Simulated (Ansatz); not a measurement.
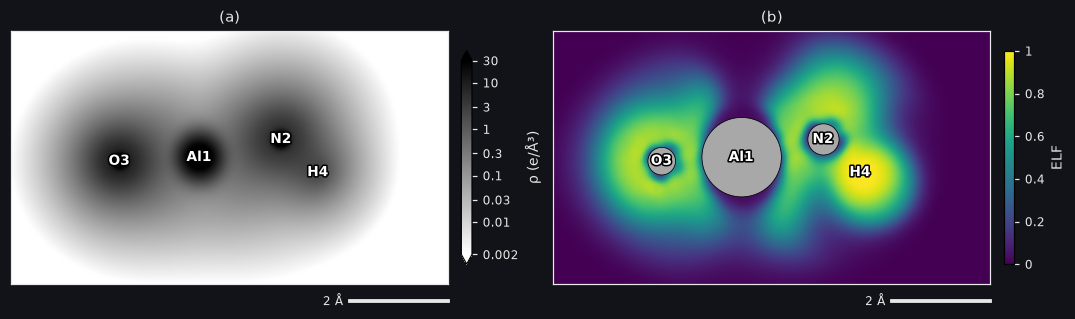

The picture shows: AlHNO (SMILES [NH-][Al+][O-]) (charge −1). (a) total electron density; (b) ELF on the molecular plane. Grey discs cover the atomic cores in the ELF map.

Geometry: B3LYP-D4/def2-TZVPD.

Theory: isolated molecule in a Gaussian basis; Kohn-Sham density functional theory, functional PBE0 (Ansatz).

Question: Describe what can be read from this map.

Answer: Atoms in the plane: Al, N, O and H.
Al–O (1.63 Å): ρ is about 1 e/Å³ halfway; the ELF peaks at about 0.85 in the valence shell of O, 0.6 Å from its nucleus, and is about 0.35 at the midpoint.
Al–N (1.71 Å): ρ is about 0.92 e/Å³ halfway; the ELF peaks at about 0.85 in the valence shell of N, 0.6 Å from its nucleus, and is about 0.55 at the midpoint.
N–H (1.01 Å): the density is about 2.7 e/Å³ at the midpoint; the ELF climbs to about 1 towards the hydrogen, as it does in any bond to H; a covalent bond by its length.
The ELF also peaks beside O3 and N2, away from the bonds: lone-pair regions.
